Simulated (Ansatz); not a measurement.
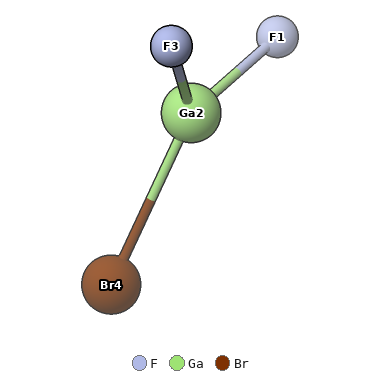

The system is BrF₂Ga (SMILES [F][Ga]([F])[Br]) with the probe H2O; the picture shows it without the atoms that are moved over the map. The probe is moved over a plane parallel to the molecule's main plane, 2.50 Å above it. Coordinates scanned: (1) x of the probe's H atom; (2) y of the probe's H atom. Nothing is relaxed (molecule and probe rigid, the probe upright with H nearest the plane). The grid has 17 × 15 points; 136 points were computed and 119 follow by symmetry. Points are written as (first, second). Energies are in kJ/mol, from the lowest grid point. Computed with RKS PBE-D4/def2-SVPD (Ansatz 0.2.0).

Range: x of the probe's H atom from −3.44 to 3.44 Å; y of the probe's H atom from −3.01 to 3.01 Å.

### Predict the map.

The lowest grid point is at (1.29 Å, −2.15 Å); the map holds 2 wells of about this depth. No other kind of well shows on this grid. The highest grid point, (0.00 Å, 0.00 Å), lies 22.6 kJ/mol above the lowest. On the interpolated surface the easiest way out of the lowest well to a well of about the same depth near (1.29 Å, 2.15 Å) passes a barrier of about 6.1 kJ/mol. Near the minimum the curvatures are about 0.044 and 0.13 eV/Å² along the soft and the stiff direction.

| y of the probe's H atom ↓, x of the probe's H atom → | −3.01 | −2.15 | −1.29 | −0.43 | 0.43 | 1.29 | 2.15 | 3.01 |
| --- | --- | --- | --- | --- | --- | --- | --- | --- |
| 3.01 | 9.7 | 8.6 | 7.2 | 5.1 | 3.2 | 2.9 | 4.6 | 7.2 |
| 2.58 | 9.2 | 8.1 | 6.7 | 4.5 | 1.8 | 1.0 | 3.1 | 6.4 |
| 2.15 | 8.7 | 7.7 | 6.8 | 5.0 | 1.8 | 0.0 | 1.9 | 5.6 |
| 1.72 | 8.3 | 7.5 | 7.5 | 7.1 | 4.0 | 0.7 | 1.6 | 5.3 |
| 1.29 | 8.2 | 7.6 | 8.9 | 10.7 | 8.5 | 3.7 | 2.6 | 5.3 |
| 0.86 | 8.5 | 8.3 | 10.6 | 15.1 | 14.6 | 8.2 | 4.4 | 5.7 |
| 0.43 | 9.0 | 9.1 | 12.1 | 18.7 | 19.9 | 12.2 | 6.3 | 6.2 |
| 0.00 | 9.2 | 9.4 | 12.6 | 20.1 | 22.0 | 13.9 | 7.0 | 6.4 |
| −0.43 | 9.0 | 9.1 | 12.1 | 18.7 | 19.9 | 12.2 | 6.3 | 6.2 |
| −0.86 | 8.5 | 8.3 | 10.6 | 15.1 | 14.6 | 8.2 | 4.4 | 5.7 |
| −1.29 | 8.2 | 7.6 | 8.9 | 10.7 | 8.5 | 3.7 | 2.6 | 5.3 |
| −1.72 | 8.3 | 7.5 | 7.5 | 7.1 | 4.0 | 0.7 | 1.6 | 5.3 |
| −2.15 | 8.7 | 7.7 | 6.8 | 5.0 | 1.8 | 0.0 | 1.9 | 5.6 |
| −2.58 | 9.2 | 8.1 | 6.7 | 4.5 | 1.8 | 1.0 | 3.1 | 6.4 |
| −3.01 | 9.7 | 8.6 | 7.2 | 5.1 | 3.2 | 2.9 | 4.6 | 7.2 |

The table holds every second grid line.

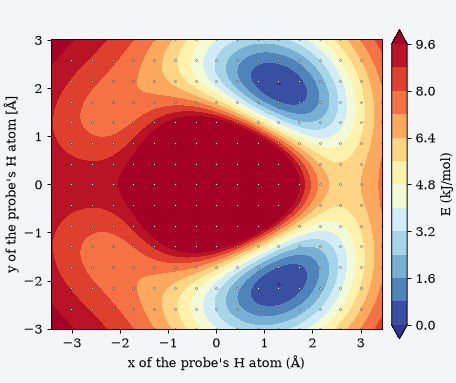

In the figure: filled contours, dots at the grid points, one colour for all values above the top of the scale. Between grid points the surface is interpolated.

Time for the 136 points that were run: 29 min on 1 thread of Arm Neoverse N1, with other jobs on the host.
